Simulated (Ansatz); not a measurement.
```csv
atom,x (Å),y (Å),z (Å)
C,0.4351,-0.2077,-0.3062
F,0.1123,0.7179,-1.1299
Te,0.2851,-0.0295,1.6822
H,-0.3076,1.5236,1.5455
H,0.8057,-1.1200,-0.7755
```

Geometry: B3LYP-D4/def2-TZVP; core potentials replace the inner electrons of Te.

Method: isolated molecule in a Gaussian basis; Kohn-Sham density functional theory, functional PBE0 in Ansatz.

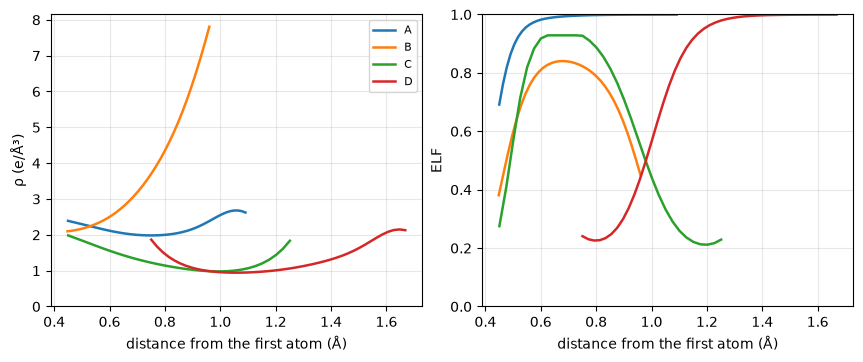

CH₂FTe (SMILES FC=[TeH+]) (charge +1). Electron density and ELF along straight lines between neighbouring atoms. The curves leave out the atomic cores.

Question: Which curve belongs to which contact (C–F, C–H, C–Te and Te–H)? The first atom named is at distance zero.

Answer: Curve A: C–H (1.09 Å): ρ at the midpoint is about 2.2 e/Å³; the ELF climbs to about 1 towards the hydrogen, as it does in any bond to H: a covalent bond by its length. Curve B: C–F (1.28 Å): ρ is about 2.7 e/Å³ halfway; the ELF peaks at about 0.85 between the atoms, as expected for a polar covalent bond. Curve C: C–Te (2.00 Å): ρ is about 0.98 e/Å³ halfway; the ELF peaks at about 0.95 between the atoms, as expected for localised, covalent bonding. Curve D: Te–H (1.67 Å): ρ is about 1.3 e/Å³ halfway; the ELF climbs to about 1 towards the hydrogen.
